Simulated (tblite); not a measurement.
# C4H16GeN2Si: the cost of one run

Computed with tblite 0.8.0 and PySCF 2.14.0, with density-fitted response routines of our own, on a single molecule in the gas phase. Atoms are numbered from 0 throughout.

### 1 The molecule as given

24 atoms, charge 0, multiplicity 1; geometry from: force field or distance geometry start.

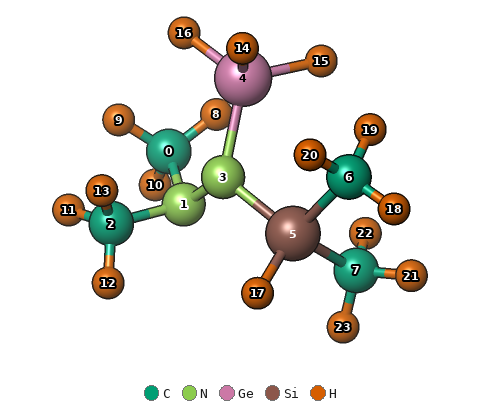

The starting geometry (carbon teal, nitrogen green, germanium pink, silicon brown, hydrogen orange), atoms numbered.

### 2 Optimising the geometry with GFN2-xTB

The job: settings as JSON, then the geometry in Å.

```
{"job": {"kind": "relax", "xc": "GFN2-xTB", "basis": "xTB"}, "charge": 0, "multiplicity": 1}
C      2.126100    -0.786600    -0.860500
N      1.246600     0.360300    -0.675800
C      2.126000     1.442600    -0.214800
N      0.301500     0.204000     0.311800
Ge     0.402300    -1.347500     1.306600
Si    -1.316200     0.772900    -0.061000
C     -2.454700     0.141900     1.282600
C     -1.998100     0.186300    -1.663800
H      1.580500    -1.754600    -0.765400
H      2.964800    -0.715500    -0.135600
H      2.562900    -0.658700    -1.879300
H      3.170100     1.209500    -0.496600
H      1.834600     2.413200    -0.668900
H      2.051900     1.509600     0.895500
H     -0.041600    -1.034300     2.765300
H     -0.577900    -2.442800     0.797600
H      1.850100    -1.904500     1.410700
H     -1.289200     2.246000    -0.007300
H     -3.503800     0.476700     1.136400
H     -2.365500    -0.975600     1.264000
H     -2.031200     0.500500     2.246600
H     -3.111800     0.088500    -1.524200
H     -1.652100    -0.822100    -1.953500
H     -1.887000     0.909700    -2.502700
```

Command:

```bash
$ OMP_NUM_THREADS=1 python probes_run.py task.json out
```

This one command runs all jobs of the session in turn.

**Question.** How long does this first job take on 1 thread of Arm Neoverse V2, shared host, and how much memory does it need?

About 2 s, with a peak of 0.18 GiB.
